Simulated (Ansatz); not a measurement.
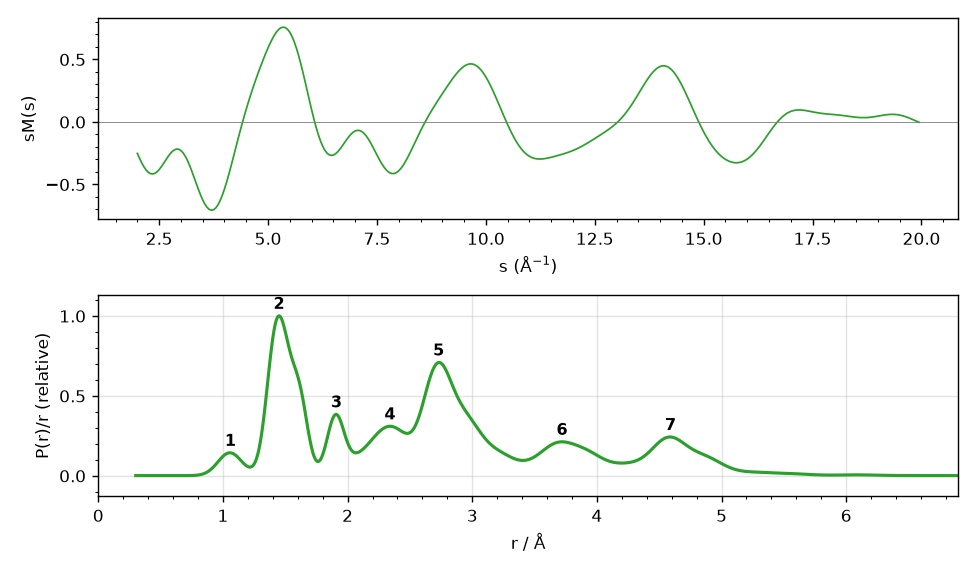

Simulated gas electron diffraction: reduced molecular intensity sM(s) from the Debye equation in the first Born approximation (top) and the radial distribution curve (bottom) of C2H7NO2SSi. Each pair of atoms contributes with weight ZᵢZⱼ/r; damping constant 0.001 Å²; vibrational amplitudes assumed, not computed: 0.05 Å for bonds, 0.078 Å for bonds to H, 0.06 + 0.015 r up to 0.15 Å for other pairs. The geometry is the end point of an optimisation (RKS PBE0-D4/STO-3G in Ansatz 0.2.0); it may be a saddle point or a higher isomer. SMILES: NC([SiH3])OC(O)=S.

> Which pairs of atoms lie under the numbered peaks? Mark bonded pairs by – and others by ···.

Peak 1, 1.06 Å: O–H 1.02 Å, N–H 1.05 Å (×2), C–H 1.12 Å, not resolved
Peak 2, 1.45 Å: O–C 1.40–1.48 Å (×3), Si–H 1.44 Å (×3), N–C 1.50 Å, not resolved; in its flanks S–C 1.61 Å
Peak 3, 1.91 Å: C···H 1.89–2.06 Å (×2), Si–C 1.90 Å, not resolved
Peak 4, 2.34 Å: O···O 2.24 Å, S···H 2.30 Å, O···N 2.40 Å, C···C 2.41 Å, not resolved
Peak 5, 2.73 Å: S···O 2.68–2.74 Å (×2), Si···O 2.74 Å, Si···N 2.92 Å, not resolved; in its flanks S···C 3.01 Å
Peak 6, 3.72 Å: O···C 3.59 Å, S···N 3.70 Å, Si···C 3.89 Å, not resolved; in its flanks S···H 3.44–4.02 Å
Peak 7, 4.59 Å: S···Si 4.57 Å, Si···O 4.87 Å, not resolved; in its flanks O···N 4.26 Å
